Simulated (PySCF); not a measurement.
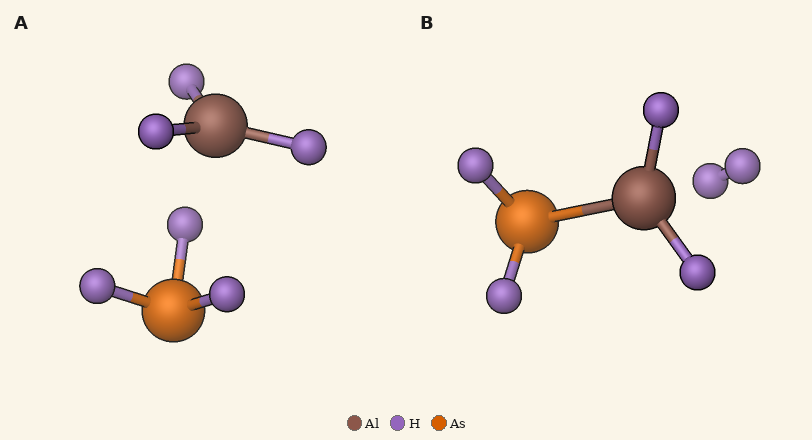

2 stationary structures of one formula. Geometries: PBE0-D4/def2-TZVP. Electronic energies: CCSD(T)/CBS (MP2 limit from def2-TZVPP and def2-QZVPP plus CCSD(T) − MP2) (PySCF 2.14.0), without zero-point energy. No frequency run is at hand to confirm each as a minimum. Each is one conformer, not always the lowest.

> Which is lowest in energy, and by how much?

B is lowest; A lies 39.2 kJ/mol above it (C1).
